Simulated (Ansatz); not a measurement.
C2H6N2: several calculations on one system

**1. Relaxation**

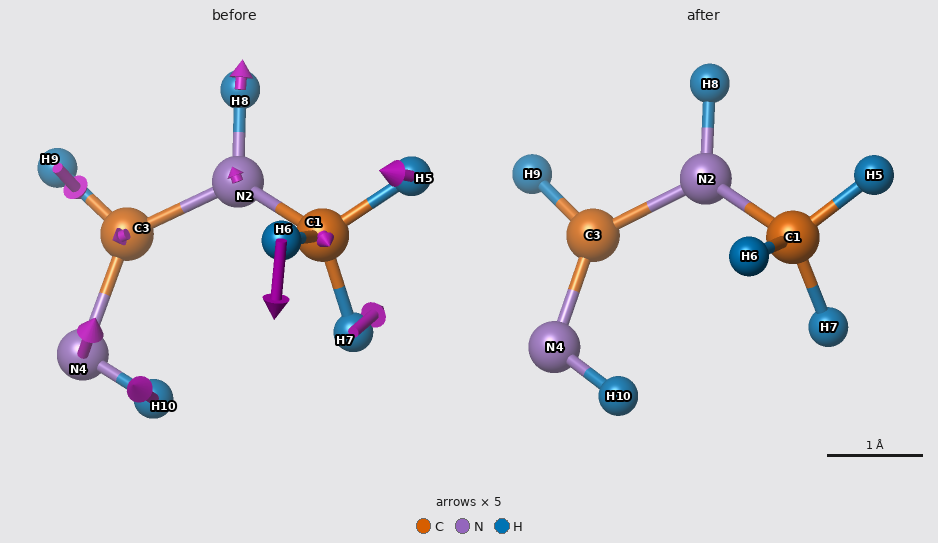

The structure of C$_{2}$H$_{6}$N$_{2}$ before (left) and after (right) a relaxation, at one scale. The purple arrows give the displacements, magnified 5 times.

A ball-and-stick model, seen at a tilt.

The run prepares an end point of a later path (torsion) calculation, from a guessed geometry.

These are results of Ansatz 0.2.0, RKS r2SCANh-D4/def2-mTZVP, not measurements.

The input:
```yaml
crystal:
  periodic: [false, false, false]
  atoms:
    - { symbol: C, position_ang: [-0.8461, 0.2573, -0.7225] }
    - { symbol: "N", position_ang: [-0.2511, -0.6731, 0.1115] }
    - { symbol: C, position_ang: [0.8624, -0.4347, 0.7987] }
    - { symbol: "N", position_ang: [1.8159, 0.5248, 0.6541] }
    - { symbol: H, position_ang: [-1.7725, -0.1522, -1.2241] }
    - { symbol: H, position_ang: [-1.2213, 1.1831, -0.1507] }
    - { symbol: H, position_ang: [-0.1963, 0.6418, -1.5258] }
    - { symbol: H, position_ang: [-0.8382, -1.3372, 0.5151] }
    - { symbol: H, position_ang: [1.0762, -1.1762, 1.6383] }
    - { symbol: H, position_ang: [1.4541, 1.1152, -0.0918] }
basis:
  gaussian: { orbitals: def2-mTZVP }
hamiltonian:
  xc: r2scanh
  dispersion: d4
relax:
  f_tol: 0.015
  max_steps: 40
output:
  orbitals: {}
```

Command:
```bash
ansatz run input.yaml --threads 2 --pin off --max-ram 3072MiB --backend cpu --events-out ev --progress --plain --runs-dir out
```

**What changed between the two?**

The atom that moves furthest after the best rigid fit is H6 (0.18 Å). By element the largest moves are H 0.18 Å, N 0.12 Å, C 0.04 Å. Some distances before and after: C3–N4 1.360 → 1.274 Å, C1–N2 1.384 → 1.444 Å, C1–H6 1.151 → 1.096 Å, C3–H9 1.140 → 1.091 Å. Among the angles between lasting bonds that change: C3–N4–H10 103.8° → 111.8°, H5–C1–H6 104.2° → 108.7°, N4–C3–H9 113.9° → 118.3°. After 9 accepted moves (10 points after the start) the energy has fallen by 48.2 kJ/mol. Largest force component: 4.8 eV/Å at the start, 0.01 eV/Å at the end. The line search rejected the trial step at point 3 of the run.

**2. Relaxation**

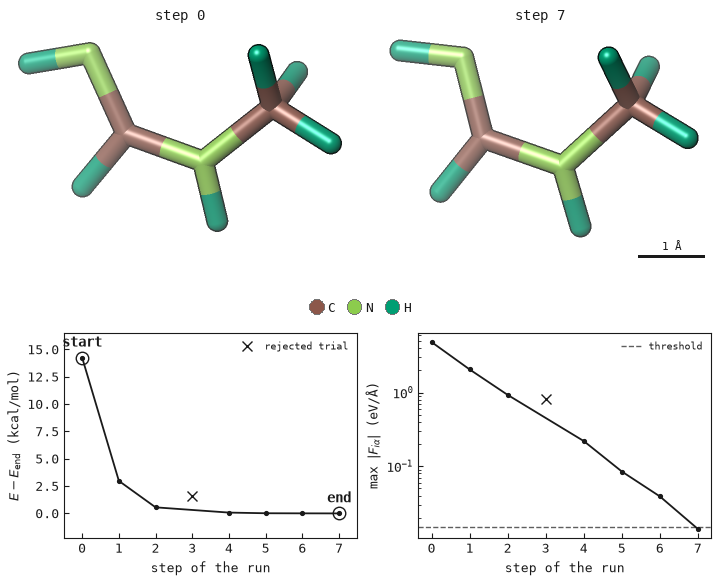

First and last geometry of a relaxation of C2H6N2, with the history of the run. The picture is a stick view, seen from a free direction.

The run prepares an end point of a later path (torsion) calculation, from a guessed geometry.

Level of theory: RKS r2SCANh-D4/def2-mTZVP in Ansatz 0.2.0.

Input
```yaml
crystal:
  periodic: [false, false, false]
  atoms:
    - { symbol: C, position_ang: [-0.8461, 0.2573, -0.7225] }
    - { symbol: "N", position_ang: [-0.2511, -0.6731, 0.1115] }
    - { symbol: C, position_ang: [0.8624, -0.4347, 0.7987] }
    - { symbol: "N", position_ang: [1.8159, 0.5248, 0.6541] }
    - { symbol: H, position_ang: [-1.7725, -0.1522, -1.2241] }
    - { symbol: H, position_ang: [-1.2213, 1.1831, -0.1507] }
    - { symbol: H, position_ang: [-0.1963, 0.6418, -1.5258] }
    - { symbol: H, position_ang: [-0.8382, -1.3372, 0.5151] }
    - { symbol: H, position_ang: [1.0762, -1.1762, 1.6383] }
    - { symbol: H, position_ang: [2.51709, 0.27592, 1.34853] }
basis:
  gaussian: { orbitals: def2-mTZVP }
hamiltonian:
  xc: r2scanh
  dispersion: d4
relax:
  f_tol: 0.015
  max_steps: 40
```

Command:
```bash
ansatz run input.yaml --threads 2 --pin off --max-ram 3072MiB --backend cpu --events-out ev --progress --plain --runs-dir out
```

Q: Did the run converge, and what did it change?

A: It converged. The energy falls by 14.3 kcal/mol in 6 accepted moves (7 points after the start). Largest force component: 4.8 eV/Å at the start, 0.014 eV/Å at the end. The line search rejected the trial step at point 3 of the run. H10 moves most after the best rigid fit: 0.27 Å. By element the largest moves are H 0.27 Å, N 0.22 Å, C 0.08 Å. Near-neighbour distances that change, for instance: C3–N4 1.360 → 1.277 Å, C1–N2 1.384 → 1.447 Å, C1–H6 1.151 → 1.094 Å, C3–H9 1.140 → 1.097 Å. Among the angles between lasting bonds that change: N4–C3–H9 113.9° → 125.3°, N2–C3–N4 131.2° → 122.0°, C3–N4–H10 103.8° → 109.9°.

```
step  E − E(0), kcal/mol  largest force component, eV/Å      note
   0                0.00                         4.8284          
   1              -11.28                         2.0552          
   2              -13.69                         0.9281          
   3              -12.62                         0.8295  rejected
   4              -14.18                         0.2196          
   5              -14.24                         0.0849          
   6              -14.24                         0.0390          
   7              -14.25                         0.0141
```

**3. Path**

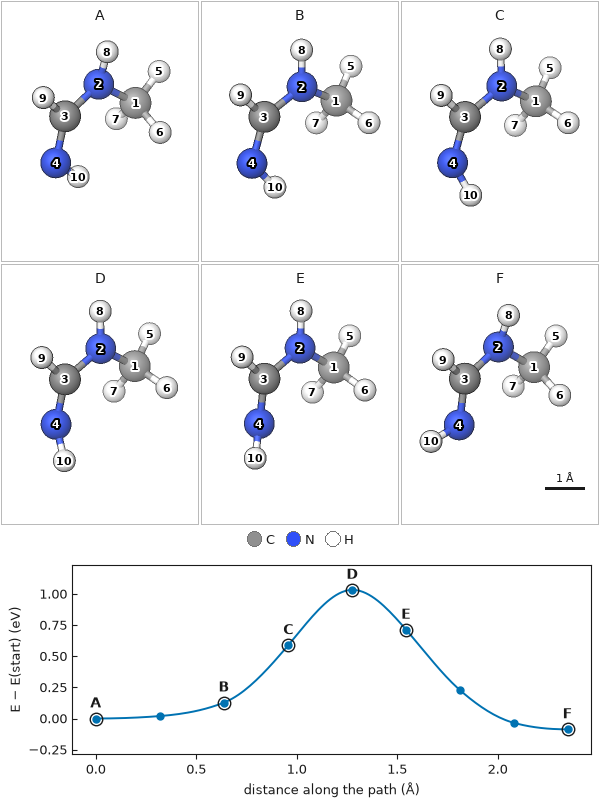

A nudged-elastic-band calculation for C₂H₆N₂. Images are numbered from 0 (start) to 8 (end). Frames A to F are images 0, 2, 3, 4, 5, 8. The picture is a ball-and-stick view, seen from a free direction.

Level of theory: Ansatz, RKS r2SCANh-D4/def2-mTZVP. Run with 7 movable images; climbing image; force threshold 0.05 eV/Å; iteration limit 60; starting path through a guess of the saddle point.

Q: What happens along the path, and what is the barrier?

A: The motion is a rotation about the C3–N4 bond by about 180°. No bond forms or breaks between the ends. Bond angles that change up to the highest image, for instance: C3–N4–H10 111.8° → 145.3°, N4–C3–H9 118.3° → 124.3°. The highest point, image 4, lies 1.03 eV above the start and 1.12 eV above the end; the end is at −0.09 eV relative to the start. The band converged in 9 iterations. The largest component of the band force went from 20 to 0.046 eV/Å. The climbing image converged on the top of the path. Its vibrational analysis gives 2 imaginary modes over 30i cm⁻¹, so it isn't confirmed as a transition state.

The run took 5.1 min on 2 threads of Arm Neoverse N1, with other jobs on the host, peak memory 0.2 GiB.
